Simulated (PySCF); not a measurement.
# Pb3: other functionals and bases at one geometry

How far do other levels of theory move the description of Pb3, and what does each cost? It is a constructed species; whether it can be made isn't addressed.

Method: several levels, as the steps say, no spin–orbit coupling; program: PySCF 2.14.0.

1 further run of the same task is left out (for a known fault of the program).

### Step 1. Where the work starts

3 atoms, charge 0, spin multiplicity 3.

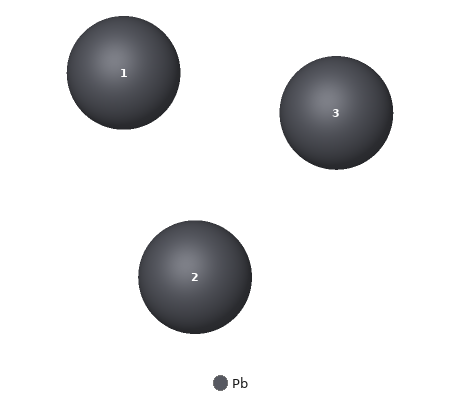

The geometry (lead dark grey); atoms are numbered from 1 in the order of the file.

Coordinates:

```xyz
3
Pb3
Pb    1.7337    0.0000    0.0000
Pb   -0.8668    1.5015    0.0000
Pb   -0.8669   -1.5014    0.0000
```

An earlier session relaxed this geometry at r2SCAN, Pb def2-SVP with ECP60 (triplet, point group D3h).

At r2SCAN on the finer grid: E = -578.939658 Eh, HOMO -4.67 eV, LUMO -3.69 eV (over both spins), ⟨S²⟩ = 2.005, Mulliken charge on Pb1 -0.00 e, largest force component 0.027 eV/Å. 

Levels to run: B3LYP; PBE; TPSS; PBE0; r2SCAN, TZVP. Hardware: 2 threads of Intel Xeon at 2.50GHz (Skylake/Cascade Lake), shared host.

### Step 2. B3LYP

run.py (the lines that set the calculation) reads:

```python
mol = gto.M(atom='''
Pb     1.73372    -0.00003     0.00000
Pb    -0.86683     1.50146     0.00000
Pb    -0.86689    -1.50143     0.00000''',
    basis={'Pb': 'def2-SVP'},
    ecp={'Pb': 'def2-SVP'},
    charge=0, spin=2)
mf = dft.UKS(mol, xc='B3LYP')
mf.grids.atom_grid = (75, 302)
mf = mf.density_fit()  # fitting sets: Pb def2-universal-JKFIT
mf.conv_tol = 1e-08; mf.max_cycle = 55
mf.kernel(dm0)  # dm0: the density of the relaxed state
```

The run is started by

```sh
> OMP_NUM_THREADS=2 python run.py
```

### Step 3. PBE

Changes to run.py (the lines that set the calculation) since step 2:

```diff
@@ -7,3 +7,3 @@
     charge=0, spin=2)
-mf = dft.UKS(mol, xc='B3LYP')
+mf = dft.UKS(mol, xc='PBE')
 mf.grids.atom_grid = (75, 302)
```

### Step 4. TPSS

Changes to run.py (the lines that set the calculation) since step 3:

```diff
@@ -7,3 +7,3 @@
     charge=0, spin=2)
-mf = dft.UKS(mol, xc='PBE')
+mf = dft.UKS(mol, xc='TPSS')
 mf.grids.atom_grid = (75, 302)
```

### Step 5. PBE0

Changes to run.py (the lines that set the calculation) since step 4:

```diff
@@ -7,3 +7,3 @@
     charge=0, spin=2)
-mf = dft.UKS(mol, xc='TPSS')
+mf = dft.UKS(mol, xc='PBE0')
 mf.grids.atom_grid = (75, 302)
```

### Step 6. r2SCAN, TZVP

Basis: Pb def2-TZVP with ECP60. 

run.py (the lines that set the calculation) reads:

```python
mol = gto.M(atom='''
Pb     1.73372    -0.00003     0.00000
Pb    -0.86683     1.50146     0.00000
Pb    -0.86689    -1.50143     0.00000''',
    basis={'Pb': 'def2-TZVP'},
    ecp={'Pb': 'def2-TZVP'},
    charge=0, spin=2)
mf = dft.UKS(mol, xc='R2SCAN')
mf.grids.atom_grid = (75, 302)
mf = mf.density_fit()  # fitting sets: Pb def2-universal-JKFIT
mf.conv_tol = 1e-08; mf.max_cycle = 55
mf.kernel(dm0)  # dm0: free metal ions and neutral atoms
```

Q: Predict the outcome of this session. Wanted: for each run, HOMO; gap; charge on Pb1; dipole; largest force.

The runs gave:

| level | state | HOMO (eV) | gap (eV) | charge on Pb1 (e) | dipole (D) | largest force (eV/Å) | basis functions | time |
| --- | --- | --- | --- | --- | --- | --- | --- | --- |
| r2SCAN (relaxed here) | triplet | -4.67 | 0.98 | 0.00 | 0.00 | 0.03 | 78 | 62 s |
| B3LYP | triplet | -4.99 | 1.55 | 0.00 | 0.01 | 0.29 | 78 | 10 s |
| PBE | triplet | -4.49 | 0.62 | 0.00 | 0.00 | 0.25 | 78 | 30 s |
| TPSS | triplet | -4.48 | 0.68 | 0.00 | 0.00 | 0.11 | 78 | 13 s |
| PBE0 | triplet | -5.09 | 1.89 | 0.00 | 0.00 | 0.07 | 78 | 9.9 s |
| r2SCAN, TZVP | triplet | -4.65 | 1.03 | 0.00 | 0.00 | 0.17 | 150 | 34 s |

Times are on 2 threads of Intel Xeon at 2.50GHz (Skylake/Cascade Lake), shared host; the first row also made further properties.

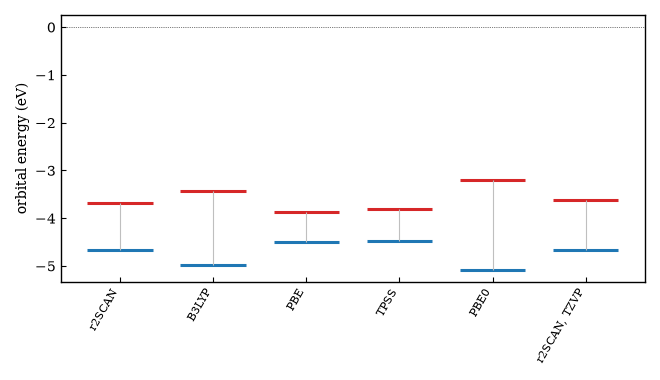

Highest filled and lowest empty level, method by method.

In one basis the HOMO–LUMO gap runs from 0.62 eV (PBE) to 1.89 eV (PBE0). The largest leftover force, 0.29 eV/Å with B3LYP, stands at a geometry relaxed at another level. Total energies of different levels can't be compared. Spin–orbit coupling is left out throughout.
